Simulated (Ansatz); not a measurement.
# Si4B: one candidate of a structure search

Where does this trial cell of Si4B go when cell and atoms are let free?

Method: DFT PBE, scalar-relativistic, plane waves, PAW, in Ansatz 0.2.0.

**1. The starting structure**

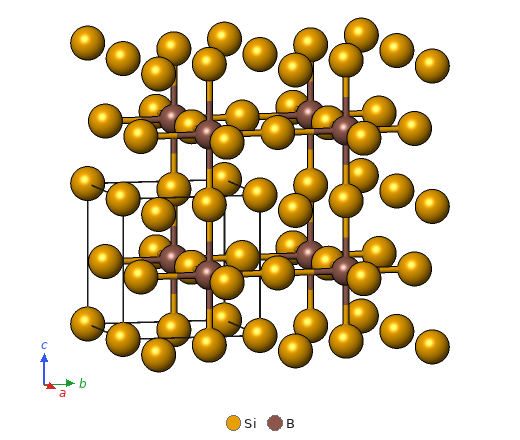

Start, viewed slightly off an axis; silicon amber, boron brown. 2×2×2 cells are drawn. Atoms on the faces are drawn again on the opposite ones.

Structure file:

```
Si B
1.0
     4.11324    0.00000    0.00000
     0.00000    4.11324    0.00000
     0.00000    0.00000    4.11324
Si B
4 1
Direct
  0.00000 0.00000 0.00000
  0.50000 0.50000 0.00000
  0.50000 0.00000 0.50000
  0.00000 0.50000 0.50000
  0.50000 0.50000 0.50000
```

Recipe of the guess: species swapped into a database cell of Ni4N (Pm-3m, No. 221), with Si on the Ni sites and B on the N sites. Lengths come from tabulated atomic sizes and are only a guess.

**2. The guess as it stands, on a coarse mesh**

File input.yaml:

```yaml
crystal:
  lattice:
    - [4.11323633, 0.0, 0.0]
    - [0.0, 4.11323633, 0.0]
    - [0.0, 0.0, 4.11323633]
  atoms:
    - { symbol: Si, position: [0.0, 0.0, 0.0] }
    - { symbol: Si, position: [0.5, 0.5, 0.0] }
    - { symbol: Si, position: [0.5, 0.0, 0.5] }
    - { symbol: Si, position: [0.0, 0.5, 0.5] }
    - { symbol: B, position: [0.5, 0.5, 0.5] }
basis:
  ecutwfc: 420
kpoints:
  mp_grid: { grid: [4, 4, 4] }
hamiltonian:
  xc: pbe
scf:
  occupations: { method: gaussian, width: 0.1 }
  lower_state_search: "off"
output:
  forces: true
  stress: true
  eigenvalues: true
```

On the command line:

```
ansatz run input.yaml --threads 1 --pin off --max-ram 2560MiB --backend cpu --events-out ev --progress --plain --runs-dir out
```

The program printed, cut to the lines that bear on the results:

```text
Warning: RAYON_NUM_THREADS=1 ignored (pool sized by the plan → 1); use --threads N
[...]
Pseudopotentials: kind: paw
Pseudopotential: Si, paw, valence charge 4, recommended cutoff 420 eV (normal), Si.paw.azcp
Pseudopotential: B, paw, valence charge 3, recommended cutoff 420 eV (normal), B.paw.azcp
Functional definition: PBE
[...]
Crystal: 5 atoms, lattice volume = 69.591 Å³
Basis set: ecut = 420 eV, 1357 PW (Γ), exchange–correlation on 60×60×60 points (8 copies of the dense FFT grid, shifted against one another)
Bands: 15, of which v1, the nominal top of the filled ones, is band 10 counted from 1 (9 counted from 0)
Symmetry: 48 space group operations
Space group: Pm-3m (ITA 221), of the structure as read, at distance tolerance 4.1e-5 Å
k-points: 10 of 64
[...]
SCF iter   1: F=—  HF=-2695.123011 eV  |F-HF|=—  |Δ(HF+E_count)|=         —  Δρ=6.44e-3  dr2=6.53e-2  ethr=1.77e-3  ⟨swp⟩=6.5  Hψ=942  notcnv=0
[...]
SCF iter   6: F=-2695.105126 eV  HF=-2695.105126 eV  |F-HF|=1.87e-9  |Δ(HF+E_count)|=   1.37e-8  Δρ=2.95e-6  dr2=6.16e-9  ethr=5.26e-10  ⟨swp⟩=7.7  Hψ=737  notcnv=0
[...]
SCF converged after 6 iterations
Free energy (F): -2695.105126 eV
[...]
E sigma→0 (E₀):  -2695.097315 eV
Entropy (-TS):   -0.015623 eV (-3.125 meV/atom)
Fermi energy:    9.522978 eV
[...]
--- Forces (eV/Å), atoms counted from 1 ---
  atom   1  Si    -0.00000000    -0.00000000     0.00000000
  atom   2  Si    -0.00000000    -0.00000000    -0.00000000
  atom   3  Si    -0.00000000    -0.00000000     0.00000000
  atom   4  Si     0.00000000     0.00000000    -0.00000000
  atom   5  B      0.00000000     0.00000000     0.00000000
[...]
--- Stress (GPa, compression-positive) ---
        3.532901      -0.000000       0.000000
       -0.000000       3.532901       0.000000
        0.000000       0.000000       3.532901
  P = ⅓ Tr σ = 3.5329 GPa (35.329 kbar)
--- Band table (eV; the first three rows and the last of 10) ---
  k-point 0: bands = ["-4.6552", "2.8905", "3.1761", "3.1761", "3.1761", "4.6510", "4.6510", "9.5626", "9.5626", "9.5626", "12.0387", "12.1090", "12.1090", "12.1090", "13.6022"]
[...]
```

Run time: 1.5 s. Hardware: 1 thread of Intel Xeon at 2.70GHz, shared host; peak memory 0.31 GiB.

From the probe: pressure 3.5 GPa, largest force 0.00 eV/Å, gap on this mesh none (metal). The coarse relaxation is skipped.

**3. Full relaxation**

input.yaml, as its differences from that of step 2:

```diff
@@ -14,3 +14,3 @@
 kpoints:
-  mp_grid: { grid: [4, 4, 4] }
+  mp_grid: { grid: [10, 10, 10] }
 hamiltonian:
@@ -19,3 +19,2 @@
   occupations: { method: gaussian, width: 0.1 }
-  lower_state_search: "off"
 output:
@@ -24 +23,10 @@
   eigenvalues: true
+  write_density: true
+  write_potential: true
+  elf: true
+  volumetric_format: npy
+relax:
+  adjacent_minimum: "off"
+  f_tol: 0.01
+  max_steps: 80
+  cell: { stress_tol: 0.05 }
```

On the command line:

```
ansatz run input.yaml --threads 1 --pin off --max-ram 2560MiB --backend cpu --events-out ev --progress --plain --runs-dir out
```

The program printed, cut to the lines that bear on the results:

```text
Warning: RAYON_NUM_THREADS=1 ignored (pool sized by the plan → 1); use --threads N
[...]
Pseudopotentials: kind: paw
Pseudopotential: Si, paw, valence charge 4, recommended cutoff 420 eV (normal), Si.paw.azcp
Pseudopotential: B, paw, valence charge 3, recommended cutoff 420 eV (normal), B.paw.azcp
Functional definition: PBE
[...]
Crystal: 5 atoms, lattice volume = 69.591 Å³
Basis set: ecut = 420 eV, 1357 PW (Γ), exchange–correlation on 60×60×60 points (8 copies of the dense FFT grid, shifted against one another)
Bands: 15, of which v1, the nominal top of the filled ones, is band 10 counted from 1 (9 counted from 0)
Symmetry: 48 space group operations
Space group: Pm-3m (ITA 221), of the structure as read, at distance tolerance 4.1e-5 Å
k-points: 56 of 1000
[...]
SCF iter   1: F=—  HF=-2695.437335 eV  |F-HF|=—  |Δ(HF+E_count)|=         —  Δρ=3.93e-3  dr2=1.58e-2  ethr=1.77e-3  ⟨swp⟩=6.2  Hψ=5338  notcnv=0
[...]
  k-point 0: bands = ["-4.7456", "2.7655", "3.0426", "3.0426", "3.0426", "4.5055", "4.5055", "9.4199", "9.4199", "9.4199", "11.7943", "11.9606", "11.9606", "11.9606", "13.4818"]
[...]
--- Relaxed structure (3 steps of the walk, 3 accepted, 1 SCFs on fresh bases) ---
  F+E_penalty+E_count = -2695.43571768 eV   max|allowed force component| = 3.182e-30 eV/Å   (the final SCF, on the basis selected at the relaxed cell)
  cell:  # Å, volume = 70.2574 Å³
    - [4.126331070071458, 0.0, -2.5679065925163143e-34]
    - [-1.2839532962581571e-33, 4.126331070071458, 0.0]
    - [-1.925929944387236e-34, 0.0, 4.126331070071458]
  atoms:
    - { symbol: Si, position: [1.4586380857464371e-36, 5.334622048345722e-38, -1.6765955008303931e-37] }
    - { symbol: Si, position: [0.49999999999999994, 0.49999999999999994, 1.0669244096234964e-37] }
    - { symbol: Si, position: [0.49999999999999994, -9.907155232448776e-38, 0.49999999999999994] }
    - { symbol: Si, position: [-2.4844096966755912e-37, 0.49999999999999994, 0.49999999999999994] }
    - { symbol: B, position: [0.49999999999999994, 0.49999999999999994, 0.49999999999999994] }
```

Wall time 22 s (1 thread of Intel Xeon at 2.70GHz, shared host); peak memory 0.39 GiB.

Step by step:

```csv
step,E - E(step 1) (eV/cell),largest force component (eV/Å),pressure (GPa),volume (Å³)
1,0.0000,0.0000,0.97,69.59
2,-0.0016,0.0000,0.32,70.03
3,-0.0018,0.0000,0.00,70.26
4,-0.0020,0.0000,0.01,70.26
```

Step 1 is the start. Step 4 repeats the geometry before it on a plane-wave basis chosen anew for that cell, so its energy need not be comparable with the rows above.

|  | before | after | change |
| --- | --- | --- | --- |
| a (Å) | 4.113 | 4.126 | +0.3 % |
| b (Å) | 4.113 | 4.126 | +0.3 % |
| c (Å) | 4.113 | 4.126 | +0.3 % |
| volume (Å³/atom) | 13.92 | 14.05 | +1.0 % |
| shortest distance (Å) | 2.057 | 2.063 | +0.3 % |
| space group (0.01 Å) | Pm-3m | Pm-3m | same |

Forces and stress were held to the start's 48 operations: a distortion of lower symmetry was not tested.

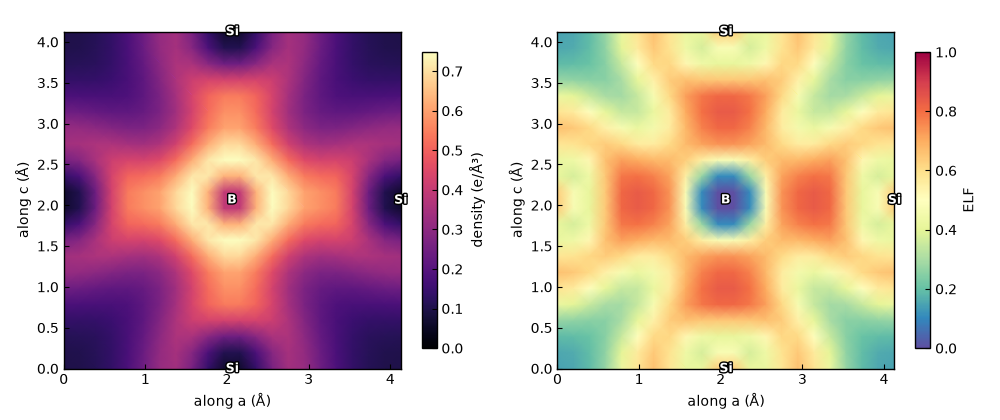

Density (left) and ELF (right) in a lattice plane of the grid's cell (edges 4.13 and 4.13 Å, at 0.500 of the third edge), which holds Si and B. Only atoms in the plane are labelled. Both are smooth fields of the valence electrons: close to the nuclei they are not physical.

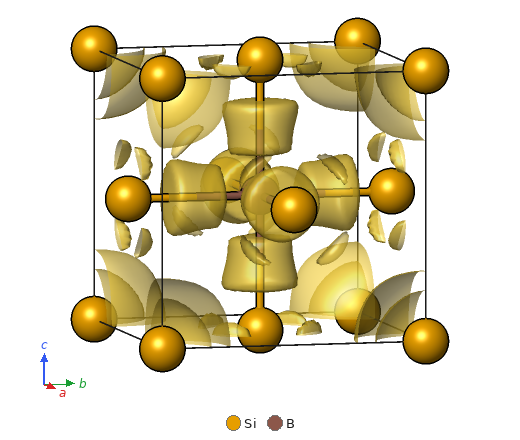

Surface of ELF = 0.68, drawn in one cell.

Outside the cores ELF peaks at 0.84 on the Si–B line, 1.0 Å from Si; 0.74 in the shell around Si, 1.0 Å from Si; 0.70 on the Si–Si line, 1.0 Å from Si.

**4. What came out**

```
                              quantity                                                                      value
symmetry at the end (tolerance 0.05 Å)                                                space group Pm-3m (No. 221)
                     conventional cell  a = 4.126 Å, b = 4.126 Å, c = 4.126 Å, α = 90.00°, β = 90.00°, γ = 90.00°
                                volume                                                              14.05 Å³/atom
              energy over the elements                                                              +0.74 eV/atom
                       gap on the mesh                                                               none (metal)
```

In words: The space group Pm-3m (No. 221) is kept, and the volume per atom grows by 1.0 % from the first guess. With a positive formation energy it can't be a ground state. No finished test with a distortion of lower symmetry is shown, so the end may be a saddle point.
